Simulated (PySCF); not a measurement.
Consider CH2LaO (charge +3).

Input

```
mol = gto.M(atom='''
La    -0.00000     0.00000    -0.32487
O      0.00000     0.00000     1.91923
C      0.00000     0.00000     3.18502
H      0.96819    -0.00000     3.73289
H     -0.96819     0.00000     3.73289''',
    basis={'La': 'def2-SVP', 'O': 'def2-SVP', 'C': 'def2-SVP', 'H': 'def2-SVP'},
    ecp={'La': 'def2-SVP'},
    charge=3, spin=0)
mf = dft.RKS(mol, xc='B3LYP')
mf.grids.atom_grid = (75, 302)  # f atoms: at least (60, 302), unpruned
mf = mf.density_fit()  # La def2-universal-JKFIT, O def2-universal-JKFIT, C def2-universal-JKFIT, H def2-universal-JKFIT
mf.conv_tol = 1e-09; mf.max_cycle = 55
mf.kernel(dm0)
```

Run with:

```sh
OMP_NUM_THREADS=2 python run.py
```

Core potentials replace the inner electrons of La.

All numbers below come from RKS B3LYP, La def2-SVP with ECP46, O def2-SVP, C def2-SVP, H def2-SVP; non-relativistic Hamiltonian with scalar-relativistic core potentials where named; density fitting in PySCF.

Q: What will maps of the electron density and electron localisation function show?

A: C–O (1.27 Å): the density is about 2.9 e/Å³ at the midpoint; the ELF peaks at about 0.90 between the atoms; a polar covalent bond.
La–O (2.24 Å): the density is about 0.55 e/Å³ at the midpoint, with its minimum of 0.49 e/Å³ about 1.2 Å from La; the ELF is about 0.20 at the midpoint; a closed-shell, largely ionic contact.
C–H (1.11 Å): ρ at the midpoint is about 2.1 e/Å³; the ELF is about 1 at the midpoint; an ordinary covalent bond to hydrogen.

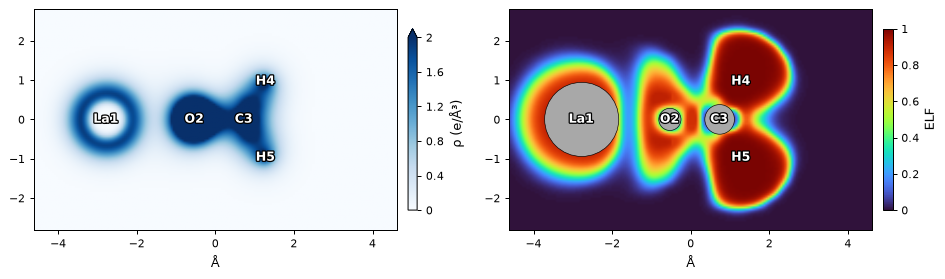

Computed electron density and electron localisation function on the molecular plane, in this order. Grey discs cover the atomic cores in the ELF map. 
